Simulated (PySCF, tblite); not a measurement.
# C2H8BO2P: a rotation path, then NMR shifts on frames

Aim: move C2H8BO2P (`CCOB(O)P`) away from its starting geometry and see how NMR shifts follow the geometry.

The runs use tblite 0.8.0 and PySCF 2.14.0, with density-fitted response routines of our own; the level of theory stands in each step. All values are computed, except where a source is named. Atoms are numbered from 0 throughout.

### 1 The starting structure

14 atoms, charge 0, multiplicity 1; geometry from: GFN2-xTB.

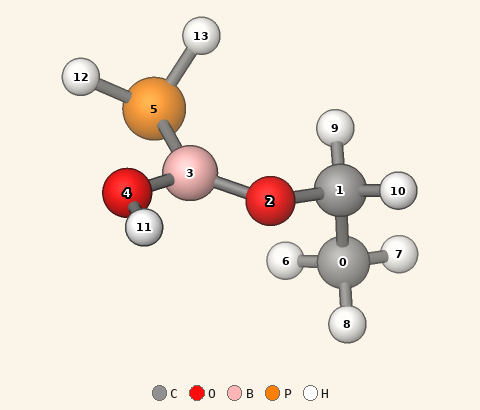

As it starts; carbon grey, oxygen red, boron pink, phosphorus orange, hydrogen white, atoms numbered; sticks join atoms by distance.

### 2 A band between two rotamers with GFN2-xTB

Job settings and geometry (Å):

```
{"job": {"kind": "neb", "xc": "GFN2-xTB", "basis": "xTB", "atoms": [0, 1, 2, 3], "turn": 120}, "charge": 0, "multiplicity": 1}
C      1.808390     0.840676    -0.022963
C      1.017098    -0.208527     0.747035
O      0.224228    -0.989387    -0.123077
B     -1.009406    -0.642300    -0.541382
O     -1.627078    -1.416514    -1.453767
P     -1.988888     0.933355     0.010640
H      1.120832     1.524685    -0.517445
H      2.439051     1.401753     0.660784
H      2.432219     0.364014    -0.775262
H      0.378816     0.285895     1.492486
H      1.689632    -0.905134     1.257861
H     -1.125729    -2.172342    -1.765862
H     -3.219902     0.431986    -0.354102
H     -2.139942     0.551369     1.333019
```

Level: GFN2-xTB climbing-image nudged elastic band, gas phase.

Launch:

```sh
$ OMP_NUM_THREADS=1 python probes_run.py task.json out
```

One launch serves the whole session: the jobs run in the order shown.

Output:

```text
image   E - E0 / eV
  0       0.0000
  1       0.0091
  2       0.0450
  3       0.0858
  4       0.1042
  5       0.0881
  6       0.0723
  7       0.0453
  8       0.0028
```

Run time: 9.3 s. Hardware: 1 thread of Intel Xeon at 2.50GHz, shared host; peak memory 0.18 GiB.

The final band, with the dihedral C0–C1–O2–B3:

```tsv
image	dihedral (°)	energy (eV)	energy (kcal/mol)
0	-85	0.000	0.0
1	-65	0.009	0.2
2	-45	0.045	1.0
3	-22	0.086	2.0
4	2	0.104	2.4
5	30	0.088	2.0
6	54	0.072	1.7
7	76	0.045	1.0
8	99	0.003	0.1
```

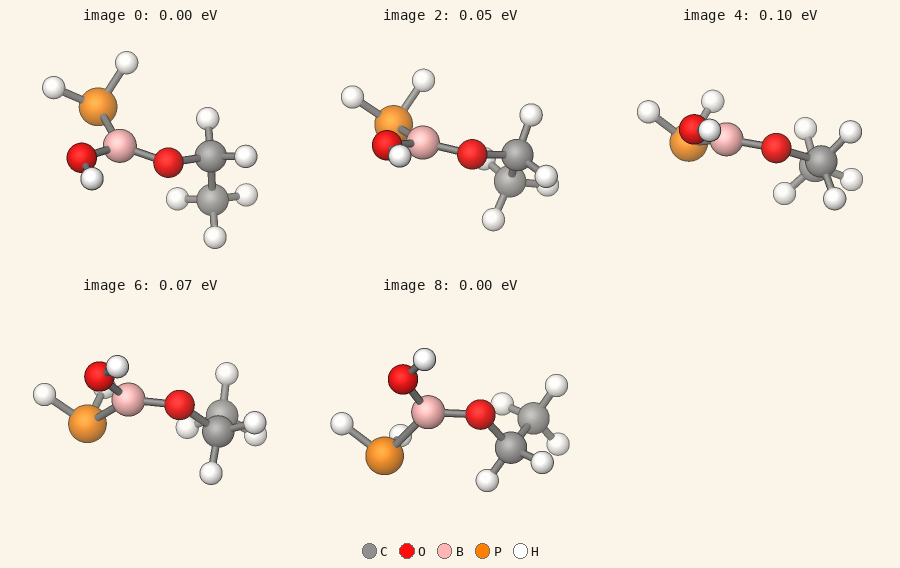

Images along the band.

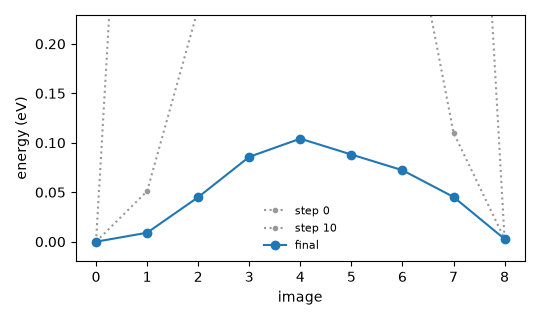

Energy along the band, early and final.

### 3 NMR shieldings: image 0, PBE0/pcSseg-1

Job settings and geometry (Å):

```
{"job": {"kind": "nmr", "xc": "PBE0", "basis": "pcSseg-1", "pop": false}, "charge": 0, "multiplicity": 1}
C      1.808400     0.840700    -0.023000
C      1.017100    -0.208500     0.747000
O      0.224200    -0.989400    -0.123100
B     -1.009400    -0.642300    -0.541400
O     -1.627100    -1.416500    -1.453800
P     -1.988900     0.933400     0.010600
H      1.120800     1.524700    -0.517400
H      2.439100     1.401800     0.660800
H      2.432200     0.364000    -0.775300
H      0.378800     0.285900     1.492500
H      1.689600    -0.905100     1.257900
H     -1.125700    -2.172300    -1.765900
H     -3.219900     0.432000    -0.354100
H     -2.139900     0.551400     1.333000
```

Level: GIAO PBE0/pcSseg-1 NMR shielding, non-relativistic, gas phase.

Output:

```text
coarse grid: 12016 points
cycle   1  E = -597.1363124758  dE =  6.742e-01  |g| = 8.087e-01  |ddm| = 3.127e+00
cycle   2  E = -597.0226136765  dE =  1.137e-01  |g| = 1.143e+00  |ddm| = 1.369e+00
cycle   3  E = -597.2547843748  dE = -2.322e-01  |g| = 7.636e-02  |ddm| = 8.704e-01
cycle   4  E = -597.2559051813  dE = -1.121e-03  |g| = 3.093e-02  |ddm| = 8.682e-02
cycle   5  E = -597.2561146195  dE = -2.094e-04  |g| = 7.883e-03  |ddm| = 2.768e-02
cycle   6  E = -597.2561243019  dE = -9.682e-06  |g| = 3.730e-03  |ddm| = 7.279e-03
cycle   7  E = -597.2561266015  dE = -2.300e-06  |g| = 7.080e-04  |ddm| = 2.872e-03
final grid: 110944 points
cycle   8  E = -597.3106756408  dE = -3.380e-05  |g| = 1.022e-02  |ddm| = 2.435e-02
cycle   9  E = -597.3106608093  dE =  1.483e-05  |g| = 1.378e-02  |ddm| = 1.409e-02
cycle  10  E = -597.3106960920  dE = -3.528e-05  |g| = 1.100e-03  |ddm| = 8.185e-03
cycle  11  E = -597.3106963535  dE = -2.614e-07  |g| = 1.892e-04  |ddm| = 1.153e-03
cycle  12  E = -597.3106963587  dE = -5.260e-09  |g| = 1.084e-04  |ddm| = 2.129e-04
cycle  13  E = -597.3106963608  dE = -2.083e-09  |g| = 2.483e-05  |ddm| = 8.373e-05
cycle  14  E = -597.3106963609  dE = -1.091e-10  |g| = 5.568e-06  |ddm| = 2.012e-05
converged SCF energy = -597.3106963609

GIAO shielding tensors (ppm)
atom      isotropic    diamagn.    paramagn.     s11        s22        s33       span
  0 C      166.508     249.226     -82.718    147.453    166.798    185.274     37.821
  1 C      120.694     245.021    -124.327     91.213    105.406    165.464     74.251
  2 O      174.545     397.942    -223.397      8.582    218.622    296.432    287.850
  3 B       68.255     198.428    -130.173     50.911     66.340     87.516     36.605
  4 O      199.352     385.631    -186.279     99.239    243.293    255.525    156.285
  5 P      603.045     968.326    -365.281    540.398    624.072    644.665    104.267
  6 H       30.077      30.951      -0.874     25.258     30.905     34.070      8.811
  7 H       30.800      28.810       1.990     27.065     27.414     37.921     10.855
  8 H       30.322      29.772       0.550     26.824     28.164     35.977      9.154
  9 H       27.821      32.113      -4.292     23.899     28.908     30.655      6.756
 10 H       27.575      29.643      -2.067     22.761     27.135     32.830     10.069
 11 H       27.336      32.018      -4.683     21.336     22.714     37.957     16.622
 12 H       30.366      30.194       0.172     24.873     27.555     38.670     13.797
 13 H       30.306      30.868      -0.562     25.090     28.522     37.306     12.217
```

Wall time 32 s (1 thread of Intel Xeon at 2.50GHz, shared host); peak memory 0.71 GiB.

Shifts follow as δ = σ(reference) − σ, with reference shieldings (ppm) from runs at the same level and on the same kind of geometry: 1H TMS 31.72, 13C TMS 186.9, 17O H2O 336.1, 31P H3PO4 318.4, 11B BF3·OEt2 100.1. The references are single molecules in the gas phase, so shifts against H2O, NH3, PH3, H3PO4 or CFCl3 are not on the usual liquid scales and can be off by tens of ppm. Each atom is listed at this fixed geometry, with no averaging over motion; a spectrum would average atoms that exchange fast.

```tsv
atoms	environment	σ (ppm)	δ (ppm)
C1	sp3 CH2 bonded to O	120.7	66.2
C0	methyl carbon	166.5	20.4
H11	hydrogen on an oxygen bonded to B	27.34	4.38
H10	hydrogen on an sp3 CH2 bonded to O	27.58	4.14
H9	hydrogen on an sp3 CH2 bonded to O	27.82	3.90
H6	hydrogen on a methyl carbon	30.08	1.64
H13	hydrogen on a phosphorus bonded to B	30.31	1.41
H8	hydrogen on a methyl carbon	30.32	1.40
H12	hydrogen on a phosphorus bonded to B	30.37	1.35
H7	hydrogen on a methyl carbon	30.80	0.92
O2	oxygen bonded to C, B	174.5	161.5
O4	oxygen bonded to B, H	199.4	136.7
B3	boron bonded to 2 O, P	68.3	31.8
P5	phosphorus bonded to B, 2 H	603.0	-284.7
```

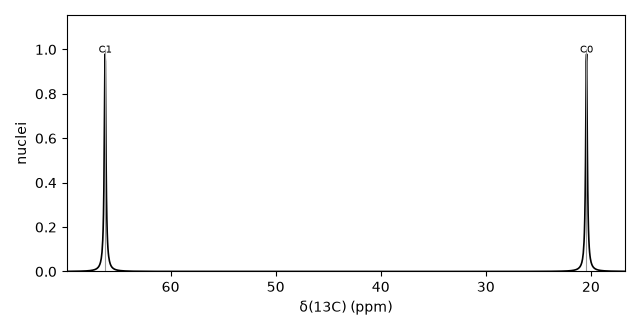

13C lines at the computed shifts, without couplings. Lines are broadened to a width of 0.18 ppm (Lorentzian).

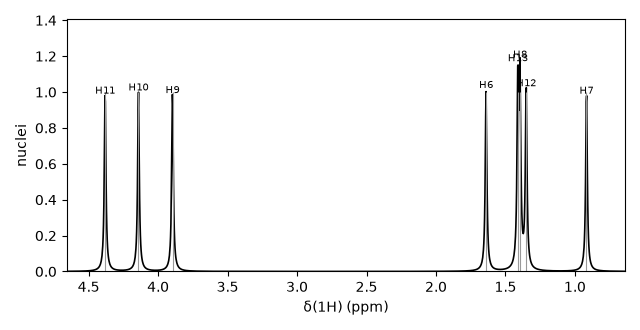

1H lines at the computed shifts, without couplings. Lines are broadened to a width of 0.01 ppm (Lorentzian).

### 4 Nuclear shieldings: image 2, PBE0/pcSseg-1

Job settings and geometry (Å):

```
{"job": {"kind": "nmr", "xc": "PBE0", "basis": "pcSseg-1", "pop": false}, "charge": 0, "multiplicity": 1}
C      1.513300     0.961300     0.185500
C      1.165900    -0.418300     0.727000
O      0.207100    -1.122100    -0.037500
B     -0.955600    -0.698100    -0.565400
O     -1.682200    -1.596200    -1.264300
P     -1.741400     1.068400    -0.541500
H      0.666600     1.641100     0.272200
H      2.350700     1.371000     0.744200
H      1.788400     0.884600    -0.863700
H      0.806600    -0.344400     1.761800
H      2.058800    -1.053700     0.716100
H     -1.302800    -2.474700    -1.338100
H     -3.036800     0.617000    -0.684900
H     -1.839400     1.163500     0.836800
```

Level: GIAO PBE0/pcSseg-1 NMR shielding, non-relativistic, gas phase.

Output:

```text
coarse grid: 12016 points
cycle   1  E = -597.1306271196  dE =  6.793e-01  |g| = 8.111e-01  |ddm| = 3.128e+00
cycle   2  E = -597.0174548747  dE =  1.132e-01  |g| = 1.144e+00  |ddm| = 1.377e+00
cycle   3  E = -597.2495349779  dE = -2.321e-01  |g| = 7.617e-02  |ddm| = 8.706e-01
cycle   4  E = -597.2506565488  dE = -1.122e-03  |g| = 3.051e-02  |ddm| = 8.652e-02
cycle   5  E = -597.2508691634  dE = -2.126e-04  |g| = 6.520e-03  |ddm| = 2.747e-02
cycle   6  E = -597.2508764277  dE = -7.264e-06  |g| = 3.169e-03  |ddm| = 6.483e-03
cycle   7  E = -597.2508780246  dE = -1.597e-06  |g| = 7.465e-04  |ddm| = 2.497e-03
final grid: 110944 points
cycle   8  E = -597.3065902776  dE = -3.448e-05  |g| = 1.032e-02  |ddm| = 2.233e-02
cycle   9  E = -597.3065744901  dE =  1.579e-05  |g| = 1.406e-02  |ddm| = 1.438e-02
cycle  10  E = -597.3066109057  dE = -3.642e-05  |g| = 1.062e-03  |ddm| = 8.225e-03
cycle  11  E = -597.3066111510  dE = -2.453e-07  |g| = 2.046e-04  |ddm| = 1.145e-03
cycle  12  E = -597.3066111577  dE = -6.619e-09  |g| = 1.085e-04  |ddm| = 2.316e-04
cycle  13  E = -597.3066111597  dE = -2.083e-09  |g| = 2.762e-05  |ddm| = 8.725e-05
cycle  14  E = -597.3066111599  dE = -1.372e-10  |g| = 5.488e-06  |ddm| = 2.107e-05
converged SCF energy = -597.3066111599

GIAO shielding tensors (ppm)
atom      isotropic    diamagn.    paramagn.     s11        s22        s33       span
  0 C      167.086     250.836     -83.750    152.332    170.847    178.080     25.748
  1 C      121.441     243.004    -121.563     90.327    106.976    167.019     76.692
  2 O      181.653     396.941    -215.288     31.186    222.290    291.482    260.296
  3 B       69.855     197.479    -127.624     48.560     69.424     91.580     43.021
  4 O      197.232     385.555    -188.323     96.017    241.886    253.794    157.777
  5 P      593.846     968.450    -374.604    518.664    617.290    645.585    126.920
  6 H       29.804      31.740      -1.936     23.894     30.114     35.405     11.512
  7 H       30.727      28.903       1.824     26.760     27.638     37.783     11.023
  8 H       30.539      30.705      -0.166     27.572     28.456     35.589      8.017
  9 H       27.494      30.225      -2.730     23.276     26.868     32.340      9.064
 10 H       27.501      29.034      -1.533     22.082     27.451     32.971     10.889
 11 H       27.418      31.808      -4.390     21.609     22.669     37.978     16.369
 12 H       30.163      30.466      -0.303     24.340     27.421     38.728     14.388
 13 H       30.494      31.509      -1.015     25.542     28.944     36.996     11.453
```

Wall time 30 s (1 thread of Intel Xeon at 2.50GHz, shared host); peak memory 0.75 GiB.

This run: δ C1 65.5, C0 19.8, O2 154.4, O4 138.8, H11 4.30, H9 4.22 ppm.

[end of part 1 of 2]
